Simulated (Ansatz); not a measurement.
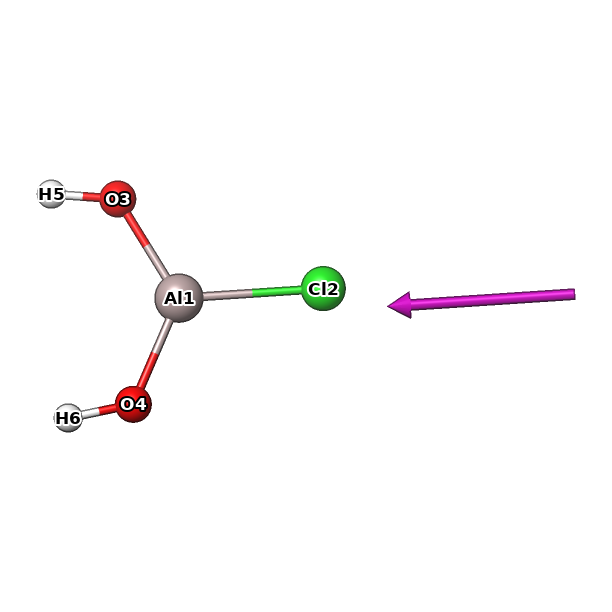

The arrow beside the molecule shows the direction of the dipole moment, from the negative to the positive end (its length means nothing). Computed geometry: PBE0-D4/def2-TZVP optimisation. Properties computed with RKS PBE0-D4/def2-TZVP (Ansatz 0.2.0).

> How large is the dipole moment?

3.55 D; it points from the side of Cl2 to the side of H5, H6 (the outermost atoms at the two ends).
